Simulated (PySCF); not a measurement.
C4H9Cl3Ge (SMILES CCC[CH2][Ge]([Cl])([Cl])[Cl])

The calculation's input:

```
{"job": {"kind": "uv", "xc": "B3LYP", "basis": "def2-SVPD", "ip": false, "nstates": 15}, "charge": 0, "multiplicity": 1}
Ge     1.279133     1.805572     1.433899
Cl     1.251710     2.050990     3.564419
Cl     3.325925     1.813325     0.786877
Cl     0.338646     3.524663     0.557998
C      0.388345     0.187897     0.869351
C      0.366276     0.054719    -0.649850
C     -0.302807    -1.225462    -1.145244
C     -1.778585    -1.338323    -0.795409
H      0.922737    -0.648999     1.348922
H     -0.622195     0.229214     1.305965
H     -0.148946     0.929418    -1.083653
H      1.401141     0.092032    -1.028964
H     -0.182580    -1.270370    -2.240445
H      0.245039    -2.097495    -0.746471
H     -2.222382    -2.245677    -1.231358
H     -1.944679    -1.388187     0.292165
H     -2.345337    -0.473908    -1.177972
```

Run with:

```sh
OMP_NUM_THREADS=2 python probes_run.py task.json out
```

Geometry: PBE0-D3(BJ)/def2-SVP.

Theory: B3LYP/def2-SVPD, SCF density, gas phase (PySCF 2.14.0).

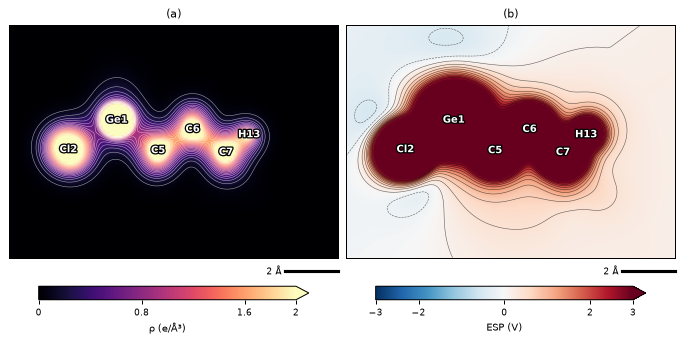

Figure 1. (a) total electron density; (b) molecular electrostatic potential on the plane of atoms C5, C6 and C7.

What do the fields say about this system?

The section cuts through Ge, Cl, C and H sites.
C–C (1.53 Å): the density is about 1.6 e/Å³ at the midpoint.
C–Ge (1.93 Å): ρ is about 0.94 e/Å³ halfway.
Ge–Cl (2.14 Å): ρ at the midpoint is about 0.75 e/Å³.
C–H (1.10 Å): the density is about 1.9 e/Å³ at the midpoint.
Outside the dense part of the molecule the potential is most negative (−0.5 V) near Cl2.

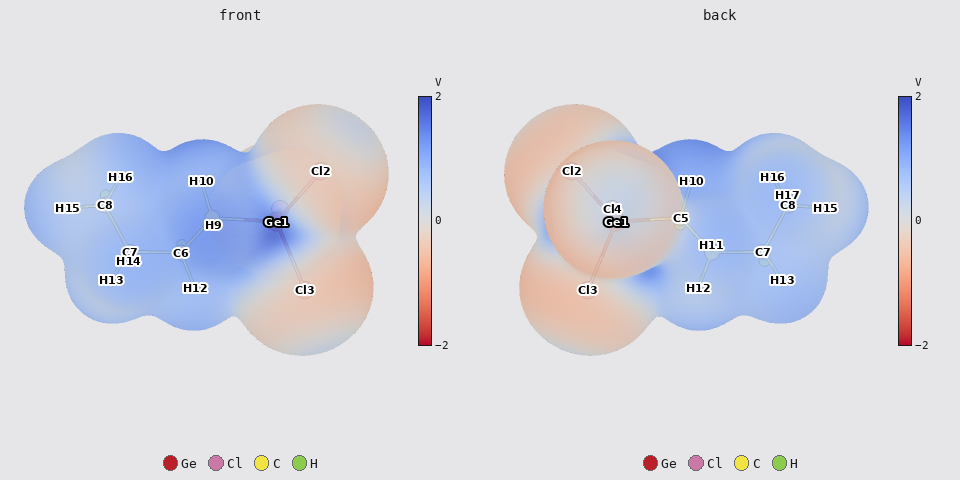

Figure 2. The electrostatic potential painted on the density surface at 0.002 e/bohr³, seen from the front and from behind; red is negative and blue positive.

Which sites attract a positive test charge, and which a negative one?

A positive charge is drawn to the negative regions and a negative charge to the positive ones. The most negative region (about −0.5 V) lies over Cl2, Cl3 and Cl4, the most positive (about +1.5 V) over Ge1. Cl2 shows a σ-hole: about +0.2 V at the tip opposite its bond, against about −0.3 V on its flanks. Cl3 shows a σ-hole: about +0.2 V at the tip opposite its bond, against about −0.3 V on its flanks. Cl4 shows a σ-hole: about +0.2 V at the tip opposite its bond, against about −0.3 V on its flanks.
